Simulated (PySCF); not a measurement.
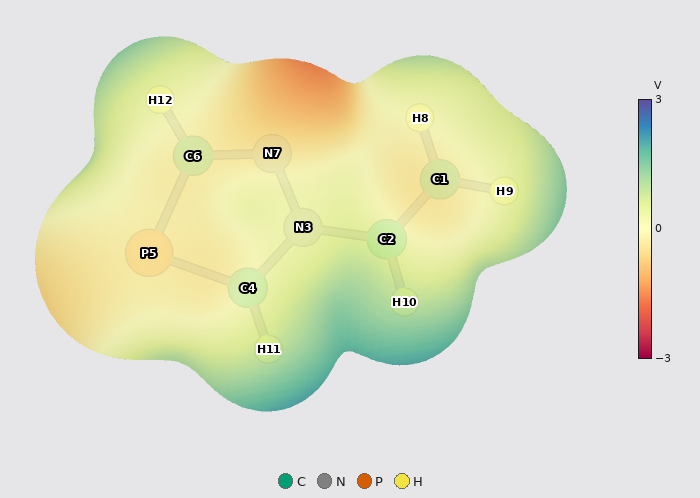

Figure 1: C4H5N2P (SMILES C=Cn1cpcn1). The molecular electrostatic potential painted on the density surface at 0.004 e/bohr³, seen across its widest extent; the colour scale runs from red (negative) to blue (positive).

Geometry: GFN2-xTB.

Computed with wB97X-D/def2-SVPD, SCF density, gas phase (PySCF).

```xyz
12

C    -2.1250   -0.2781    0.3386
C    -1.1388    0.5918    0.1801
N     0.1830    0.2166   -0.0317
C     1.2043    1.0905   -0.1951
P     2.7122    0.3057   -0.4369
C     1.7952   -1.1964   -0.2897
N     0.5169   -1.0638   -0.0851
H    -1.9334   -1.3359    0.3093
H    -3.1350    0.0495    0.5002
H    -1.2855    1.6625    0.2023
H     1.0046    2.1467   -0.1630
H     2.2027   -2.1897   -0.3550
```

> Where is the surface potential most negative and most positive?

The most negative region (about −1.5 V, or −35 kcal/mol for a unit charge) lies over N7, the most positive (about +2.0 V, or +46 kcal/mol for a unit charge) over H10 and H11. N7 is the likeliest acceptor of a hydrogen bond.
